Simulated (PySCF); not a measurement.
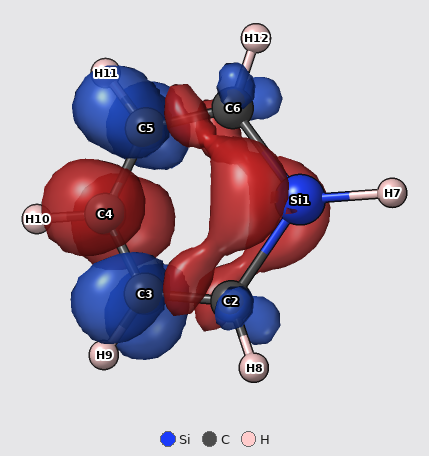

Figure 1: C$_{5}$H$_{6}$Si, SMILES `[SiH]1=CC=CC=C1`. Unrelaxed difference density of S₁ less the ground state (TDA singlet states), ±0.01 e/Å³; blue: gain, red: loss.

Method: ωB97X/def2-SVP; geometry: GFN2-xTB; program: PySCF. No frequency check shows the geometry to be a minimum. Without diffuse functions Rydberg states are missing, so the states' numbers hold for this basis only.

**How does the charge move on excitation?**

0.24 e is displaced in all, of which about 0.1 e passes between atoms: C4 (0.08 e) and Si1 (0.04 e) lose electrons and C3 and C5 (0.06 e each) gain them. The state: 4.86 eV (255 nm), f = 0.053, π → π*; the leading pair carries 69 %; hole on Si1 (23 %), C4 (17 %) and C2 and C6 (16 % each), electron on Si1 (19 %), C3 and C5 (16 % each) and C2 and C6 (15 % each) (shares are of the whole state, not of the leading pair alone); their centroids lie 0.0 Å apart.

Run time: 4.5 min on 1 thread of Intel(R) Xeon(R) Platinum 8488C (Sapphire Rapids) (shared host), peak memory 0.69 GiB.
